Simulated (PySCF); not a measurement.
Excited-state calculation, with input and output: C4H5O3PS

- system: C4H5O3PS, SMILES O=P(O)(O)c1cccs1
- method: TDDFT wB97X-D/def2-SVPD, vertical, gas phase, core orbitals frozen in the response (PySCF 2.14.0)

The geometry comes from this level: GFN2-xTB. It belongs to a series of runs on one base structure; here: 4-pyridyl replaced by 2-thienyl.

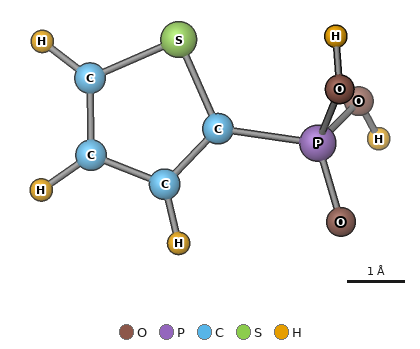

**Figure 1.** The input geometry (ball-and-stick view, seen at a tilt). Bond lengths as drawn: C–C 1.36 to 1.41 Å, C–H 1.07 Å, C–P 1.80 Å, C–S 1.72 to 1.73 Å, H–O 0.96 Å and O–P 1.46 to 1.62 Å.

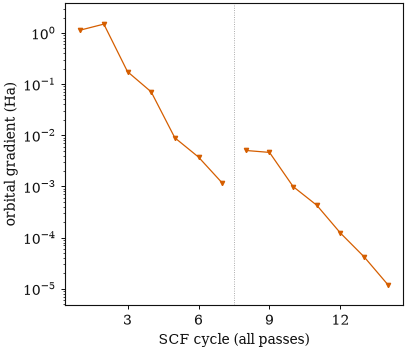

**Figure 2.** Convergence of the self-consistent field: orbital gradient against the SCF cycle. The dotted line marks the change from a coarse to the final integration grid. The first 7 cycles use a coarse grid, the final grid takes over at cycle 8, and the field converges after 14 cycles in all.

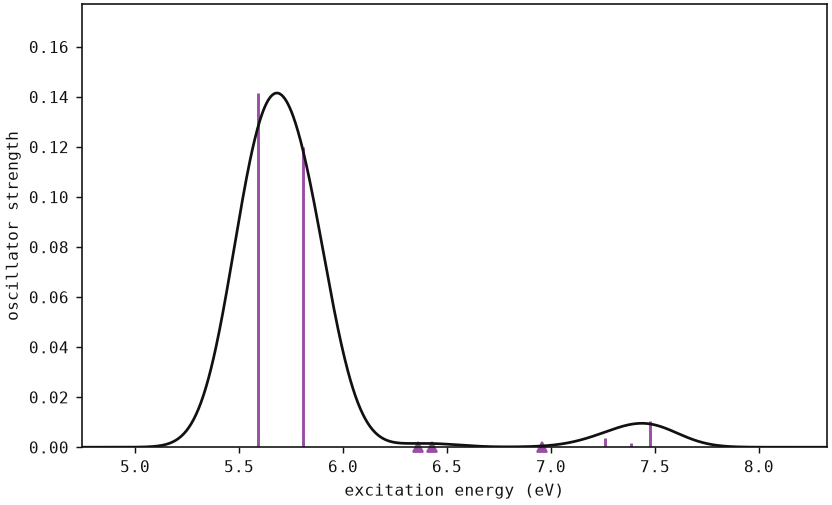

**Figure 3.** Computed excitations as sticks (degenerate states added up, dark ones marked on the axis), with a Gaussian envelope of 0.35 eV full width at half maximum, scaled to the tallest. Of the 8 states the lowest lies at 5.59 eV (f = 0.142); the strongest line is at 5.59 eV, or 222 nm (f = 0.142).

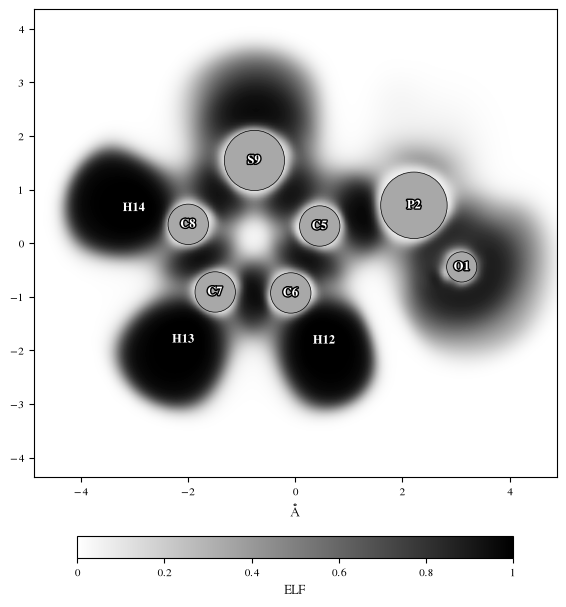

**Figure 4.** ELF on the plane of atoms P2, C5 and S9. Grey discs, where drawn, cover atomic cores. The plane passes through O, P, C, S and H nuclei. C–C (1.36 Å): the ELF peaks at about 0.95 between the atoms (a multiple bond by its length, whose ELF region spreads away from the axis). C–P (1.80 Å): the ELF peaks at about 0.95 between the atoms, which marks a shared electron pair. C–C (1.41 Å): the ELF peaks at about 0.95 between the atoms (a shared electron pair).

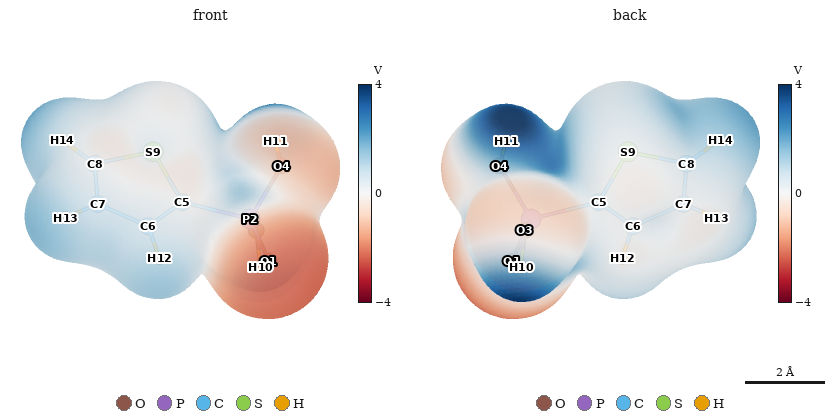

**Figure 5.** The electrostatic potential painted on the density surface at 0.004 e/bohr³, seen at a tilt and from behind; red is negative and blue positive.

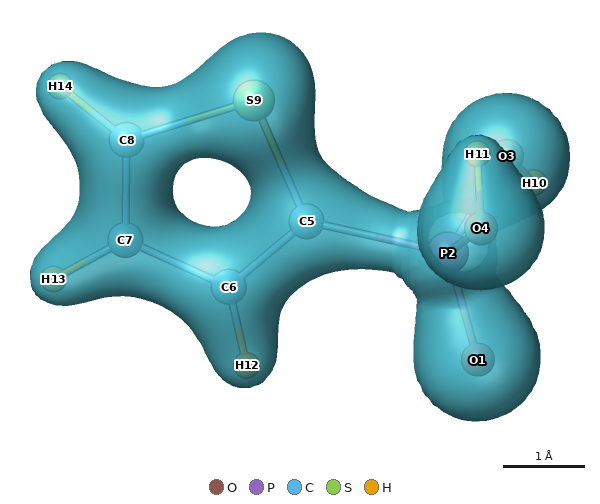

**Figure 6.** Isosurface of the electron density at 0.8 e/Å³ (cyan), seen at a tilt. At this value the surface is in one piece. On the grid the lowest density along these lines, outside the cores, is 2.2 e/Å³ (C–C, 1.36 Å), 1.7 e/Å³ (P–O, 1.46 Å), 1.5 e/Å³ (C–S, 1.72 Å) and 1.1 e/Å³ (C–P, 1.80 Å).

The input that produced these results follows, with the program's output.

## The input
```
{"job": {"kind": "uv", "xc": "wB97X-D", "basis": "def2-SVPD", "nstates": 8, "ntriplets": 3}, "charge": 0, "multiplicity": 1}
O     -2.150001     1.191949    -1.099418
P     -1.754079     0.225529    -0.084596
O     -2.264112    -1.280420    -0.381015
O     -2.375544     0.505913     1.354116
C      0.018964     0.062336     0.174146
C      0.988227     0.722248    -0.516751
C      2.287786     0.388645    -0.081588
C      2.280318    -0.519560     0.928864
S      0.688917    -0.986411     1.370976
H     -2.484266    -1.357362    -1.308368
H     -2.297840    -0.234493     1.957752
H      0.758514     1.419844    -1.301201
H      3.185063     0.806662    -0.500769
H      3.117375    -0.945353     1.445774
```

The first line tells a small driver script what to run in PySCF; the rest is the geometry in Å.

Launch command:
```bash
OMP_NUM_THREADS=1 python <driver script> task.json out
```

## The program's output
```
coarse grid: 13952 points
cycle   1  E = -1119.6901275919  dE =  2.298e+00  |g| = 1.135e+00  |ddm| = 7.812e+00
cycle   2  E = -1119.5403945033  dE =  1.497e-01  |g| = 1.488e+00  |ddm| = 4.046e+00
cycle   3  E = -1119.9432944285  dE = -4.029e-01  |g| = 1.750e-01  |ddm| = 2.262e+00
cycle   4  E = -1119.9485290517  dE = -5.235e-03  |g| = 7.050e-02  |ddm| = 3.324e-01
cycle   5  E = -1119.9495069629  dE = -9.779e-04  |g| = 8.910e-03  |ddm| = 1.335e-01
cycle   6  E = -1119.9495276764  dE = -2.071e-05  |g| = 3.743e-03  |ddm| = 4.317e-02
cycle   7  E = -1119.9495315038  dE = -3.827e-06  |g| = 1.169e-03  |ddm| = 1.324e-02
final grid: 128992 points
cycle   8  E = -1120.0943632933  dE = -9.189e-05  |g| = 5.038e-03  |ddm| = 2.177e-01
cycle   9  E = -1120.0943652333  dE = -1.940e-06  |g| = 4.619e-03  |ddm| = 2.676e-02
cycle  10  E = -1120.0943699477  dE = -4.714e-06  |g| = 9.912e-04  |ddm| = 1.058e-02
cycle  11  E = -1120.0943701462  dE = -1.985e-07  |g| = 4.273e-04  |ddm| = 2.207e-03
cycle  12  E = -1120.0943701926  dE = -4.636e-08  |g| = 1.222e-04  |ddm| = 1.266e-03
cycle  13  E = -1120.0943701968  dE = -4.265e-09  |g| = 4.188e-05  |ddm| = 5.875e-04
cycle  14  E = -1120.0943701974  dE = -6.157e-10  |g| = 1.202e-05  |ddm| = 1.492e-04
converged SCF energy = -1120.0943701974

Static polarisability (au): isotropic 92.536, principal 66.809 97.658 113.140

Singlet excitations
state   eV       nm        f      main configurations
  1   5.5938    221.6   0.14153   H->L 0.83, H-1->L 0.12
  2   5.8069    213.5   0.11983   H-1->L 0.78, H->L 0.13
  3   6.3608    194.9   0.00083   H-1->L+1 0.32, H->L+1 0.27, H-1->L+2 0.12
  4   6.4270    192.9   0.00137   H->L+1 0.33, H-1->L+1 0.24, H->L+2 0.12
  5   6.9556    178.3   0.00019   H-2->L 0.85
  6   7.2607    170.8   0.00382   H->L+2 0.49, H->L+4 0.15, H->L+3 0.15
  7   7.3858    167.9   0.00183   H->L+3 0.29, H->L+2 0.17, H->L+4 0.12
  8   7.4787    165.8   0.01049   H-1->L+2 0.65, H-1->L+1 0.21

Triplet excitations (Tamm-Dancoff, eV): 3.7651 4.4552 6.0782
```

## Key numbers

| quantity | value |
| --- | --- |
| outcome | converged |
| total energy | −1120.094370 hartree |
| HOMO | −9.34 eV |
| LUMO | 0.39 eV |
| dipole moment | 4.15 D |
| mean polarisability | 92.54 a.u. |
| lowest singlet excitation | 5.59 eV |
| hardware | 1 CPU thread, shared host |
| wall time | 72 s |
| peak memory | 1.1 GiB |
